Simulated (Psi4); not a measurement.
# CH5In (SMILES [CH3][InH2]): LRC-wPBEh/def2-TZVP (core potential)

What is the energy change on altering one bond length of CH5In at LRC-wPBEh/def2-TZVP (core potential)? 

The calculation is run with Psi4 1.11.

1 further run of the same task is left out (it didn't finish).

## Step 1: The structure to begin with

CH5In: 7 atoms, total charge 0, spin state singlet. As SMILES, `[CH3][InH2]`. Geometry: relaxed at PBE0-D4/def2-TZVP.

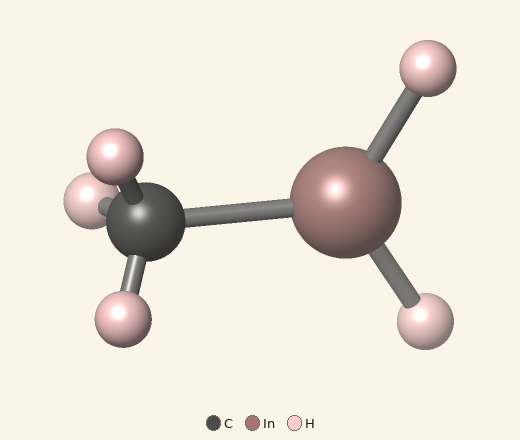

Viewed from a chosen angle; carbon dark grey, indium brown, hydrogen pink.

## Step 2: The response to a field at LRC-wPBEh/def2-TZVP (core potential)

Input file input.inp:

```
memory 1.6 GB

molecule m {
  0 1
  C
  In 1 r2
  H 1 r3 2 a3
  H 1 r4 3 a4 2 d4
  H 1 r5 3 a5 4 d5
  H 2 r6 1 a6 3 d6
  H 2 r7 6 a7 1 d7

  r2 = 2.153171
  r3 = 1.089898
  a3 = 111.55693
  r4 = 1.093435
  a4 = 108.34161
  d4 = -120.13078
  r5 = 1.091169
  a5 = 109.4153
  d5 = -117.0433
  r6 = 1.730295
  a6 = 120.77391
  d6 = -18.01707
  r7 = 1.731155
  a7 = 119.272
  d7 = 179.40681
}

set {
  basis     def2-TZVP
  reference rks
  scf_type  pk
}

e_tot = properties("lrc-wpbeh", properties=['dipole_polarizabilities'])
print_variables()
```

Started as:

```console
$ psi4 input.inp input.out -n 1
```

input.out (excerpt; [...] marks lines left out):

```text
[...]
    !!!  WARNING: ECP capability is in beta. Please check occupations closely.  !!!
[...]
  Running in c1 symmetry.
[...]
  Nuclear repulsion =   68.516883801936928
[...]
  Multiplicity = 1
[...]
  Nalpha       = 16
  Nbeta        = 16
[...]
    Number of basis functions: 111
[...]
   @RKS iter   1:  -230.91451838585482   -1.16557e+00   6.99483e-03 ADIIS/DIIS
[...]
   @RKS iter   8:  -231.19800572579101   -8.19934e-08   4.85407e-07 DIIS
[...]
    Orbital Energies [Eh]
    ---------------------
    Doubly Occupied:
       1A    -10.228152     2A     -4.748341     3A     -3.160901
       4A     -3.146843     5A     -3.145666     6A     -0.849097
       7A     -0.838908     8A     -0.838806     9A     -0.838480
      10A     -0.834678    11A     -0.760322    12A     -0.497443
      13A     -0.478113    14A     -0.475202    15A     -0.357515
      16A     -0.345089
[...]
  @RKS Final Energy:  -231.19800572579101
   => Energetics <=
    Nuclear Repulsion Energy =             68.5168838019369275
    One-Electron Energy =                -525.4375495355729981
    Two-Electron Energy =                 242.3527020178297846
    DFT Exchange-Correlation Energy =     -16.6300420099847628
    Empirical Dispersion Energy =           0.0000000000000000
    VV10 Nonlocal Energy =                  0.0000000000000000
    Total Energy =                       -231.1980057257910062
[...]
 Multipole Moments:
 ------------------------------------------------------------------------------------
     Multipole            Electronic (a.u.)      Nuclear  (a.u.)        Total (a.u.)
 ------------------------------------------------------------------------------------
 L = 1.  Multiply by 2.5417464519 to convert [e a0] to [Debye]
 Dipole X            :         -0.0602582            0.0623058            0.0020475
 Dipole Y            :          0.0834278           -0.0821147            0.0013130
 Dipole Z            :         20.6741844          -20.9300794           -0.2558949
 Magnitude           :                                                    0.2559065
[...]
```

Wall time 40 s (1 thread of Intel Xeon Platinum 8488C (Sapphire Rapids), shared host); peak memory 0.76 GiB.

## Step 3: The distorted shape

Input file ch5in.dat:

```
memory 1600 MB

molecule {
  C     -0.640786    -0.849048    -0.606866
  In     0.594300     0.783800     0.584000
  H     -1.527886    -1.160848    -0.055766
  H     -0.960586    -0.428448    -1.564166
  H     -0.021086    -1.721448    -0.820266
  H     -0.133500     1.677000     1.874900
  H      2.240400     1.105200     0.155100
}

set basis def2-TZVP
set reference rks
set scf_type pk

energy_value = properties("lrc-wpbeh", properties=['dipole_polarizabilities'])
```

Started as:

```console
$ psi4 -n 1 ch5in.dat ch5in.out
```

ch5in.out (excerpt; [...] marks lines left out):

```text
[...]
    !!!  WARNING: ECP capability is in beta. Please check occupations closely.  !!!
[...]
  Running in c1 symmetry.
[...]
  Nuclear repulsion =   64.724022851424863
[...]
  Multiplicity = 1
[...]
  Nalpha       = 16
  Nbeta        = 16
[...]
    Number of basis functions: 111
[...]
   @RKS iter   1:  -230.93724277955582   -1.21596e+00   6.51747e-03 ADIIS/DIIS
[...]
   @RKS iter   8:  -231.18896107660862   -1.12740e-07   5.18501e-07 DIIS
[...]
    Orbital Energies [Eh]
    ---------------------
    Doubly Occupied:
       1A    -10.230352     2A     -4.754602     3A     -3.166954
       4A     -3.152984     5A     -3.152082     6A     -0.852246
       7A     -0.844625     8A     -0.843835     9A     -0.839996
      10A     -0.838323    11A     -0.754456    12A     -0.498006
      13A     -0.469369    14A     -0.466339    15A     -0.363749
      16A     -0.333886
[...]
  @RKS Final Energy:  -231.18896107660862
   => Energetics <=
    Nuclear Repulsion Energy =             64.7240228514248628
    One-Electron Energy =                -517.8170958054254243
    Two-Electron Energy =                 238.5027861214608151
    DFT Exchange-Correlation Energy =     -16.5986742440688886
    Empirical Dispersion Energy =           0.0000000000000000
    VV10 Nonlocal Energy =                  0.0000000000000000
    Total Energy =                       -231.1889610766086207
[...]
 Multipole Moments:
 ------------------------------------------------------------------------------------
     Multipole            Electronic (a.u.)      Nuclear  (a.u.)        Total (a.u.)
 ------------------------------------------------------------------------------------
 L = 1.  Multiply by 2.5417464519 to convert [e a0] to [Debye]
 Dipole X            :         12.0005382          -12.0288815           -0.0283433
 Dipole Y            :         15.8504369          -15.8838625           -0.0334256
 Dipole Z            :         11.6810333          -11.7079315           -0.0268981
 Magnitude           :                                                    0.0514210
[...]
```

Wall time 49 s (1 thread of Intel Xeon Platinum 8488C (Sapphire Rapids), shared host); peak memory 0.76 GiB.

## Step 4: What came out

Level: LRC-wPBEh/def2-TZVP (core potential).

| quantity | value |
| --- | --- |
| first shape: total energy | -231.19801 Eh |
| first shape: dipole moment | 0.65 D |
| first shape: HOMO energy | -9.39 eV |
| first shape: LUMO energy | 0.00 eV |
| first shape: HOMO–LUMO gap | 9.39 eV |
| first shape: mean static polarisability | 50.4 bohr³ |
| distorted shape: total energy | -231.18896 Eh |
| distorted shape: dipole moment | 0.13 D |
| distorted shape: HOMO energy | -9.09 eV |
| distorted shape: LUMO energy | -0.13 eV |
| distorted shape: HOMO–LUMO gap | 8.96 eV |
| distorted shape: mean static polarisability | 53.9 bohr³ |
| energy change with the C1–In2 bond stretched from 2.153 to 2.368 Å | 0.246 eV |

With the C1–In2 bond stretched from 2.153 to 2.368 Å the energy rises by 0.25 eV (5.7 kcal/mol). The first shape isn't relaxed at this level, so the change isn't measured from a minimum.
